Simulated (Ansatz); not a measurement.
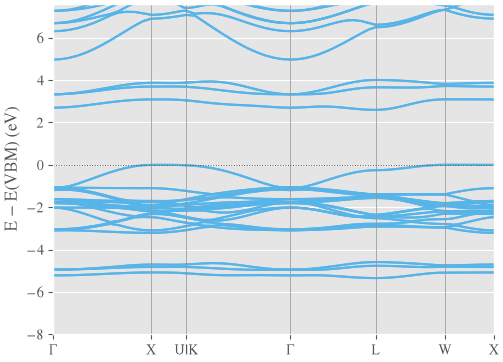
Band structure from the program Ansatz at the r²SCAN with spin–orbit coupling level (PAW)

### Question
Read off the gap and where the band edges lie.

### Answer
About 2.6 eV (2.59 eV by a search for the band edges); maximum at W, minimum at L.

The material is K2TeCl6 in space group Fm-3m (No. 225; K on 8c, Te on 4a, Cl on 24e).

The first step of the workflow began from a Materials Project structure, measured or hypothetical; the Crystallography Open Database copy checked does not list it. COD files the formula under space group No. 139, so this cell is another polymorph or a model. Whether it is the stable phase at ambient conditions was not checked. Symmetry was held in the r²SCAN relaxation; its stability against distortions is not shown here.

Potentials: the later of the program's two PAW sets.
